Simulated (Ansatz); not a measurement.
Two G0W0 runs on Cs2HgSe2 (Pbam).

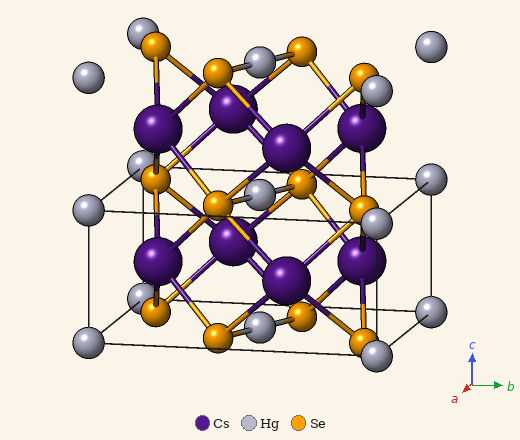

The structure (caesium purple, mercury light grey, selenium orange). Bonds to atoms that aren't drawn are left out. 1×1×2 cells are drawn. Some periodic images of atoms are drawn too.

```cif
data_structure
_symmetry_space_group_name_H-M 'P 1'
_symmetry_Int_Tables_number 1
_cell_length_a 8.1849
_cell_length_b 10.3302
_cell_length_c 4.7112
_cell_angle_alpha 90.000
_cell_angle_beta 90.000
_cell_angle_gamma 90.000
_cell_volume 398.34
loop_
_atom_site_label
_atom_site_type_symbol
_atom_site_fract_x
_atom_site_fract_y
_atom_site_fract_z
_atom_site_occupancy
Cs1 Cs 0.39222 0.83311 0.50000 1
Cs2 Cs 0.60778 0.16689 0.50000 1
Cs3 Cs 0.89222 0.66689 0.50000 1
Cs4 Cs 0.10778 0.33311 0.50000 1
Hg5 Hg 0.50000 0.50000 0.00000 1
Hg6 Hg 0.00000 0.00000 0.00000 1
Se7 Se 0.23025 0.59445 0.00000 1
Se8 Se 0.76975 0.40555 0.00000 1
Se9 Se 0.73025 0.90555 0.00000 1
Se10 Se 0.26975 0.09445 0.00000 1
```

The cell and positions come from the Crystallography Open Database and are kept as given unless a step says otherwise. Spin-orbit coupling is left out unless a run names it.

The first (Ansatz 0.2.0; start PBE with 35 % screened exact exchange, 2×2×4 mesh, 1043 empty bands, screening to 110 eV, PAW set soft_1 files; 1 × NVIDIA H100 80GB HBM3 (shared by 6 runs) with 2 threads of AMD EPYC 7R13 (Zen 3), shared host) gave, on its mesh: starting gap 3.26 eV, G0W0 gap 4.04 eV, RPA ε∞ (mean) 3.11, 11 min.

Question: The second changes start from PBE with 35 % screened exact exchange to PBE with 40 % screened exact exchange. What does it give?

It gave: starting gap 3.44 eV, G0W0 gap 4.12 eV, RPA ε∞ (mean) 3.04, 8.4 min. The G0W0 gap moves by +0.07 eV, +0.19 eV from the start and −0.11 eV from the correction. Σc changes by −0.04 eV at the valence top and +0.02 eV at the conduction bottom, and Σx − Vxc between them by −0.17 eV.

Limits: not at the basis limit; no spin-orbit coupling; coarse k mesh.

[Paths, hosts, dates, memory and timing lines, banners, echoed tables and standing remarks are left out of the program output.]

[Logs are printed without paths, hosts, clocks, repeated set-up lines and the standing remarks that a program may print on its own settings, such as how far it seeks lower states.]

[Runs of the session that timed out or met a known fault of the program may be left out.]

[Cells called generated may have been cut or substituted from an entry of the Crystallography Open Database or the Materials Project.]

[Hosts, paths, dates, database ids (printed as entryN), source tags and the programs' standing remarks are cut or masked in the printed files.]
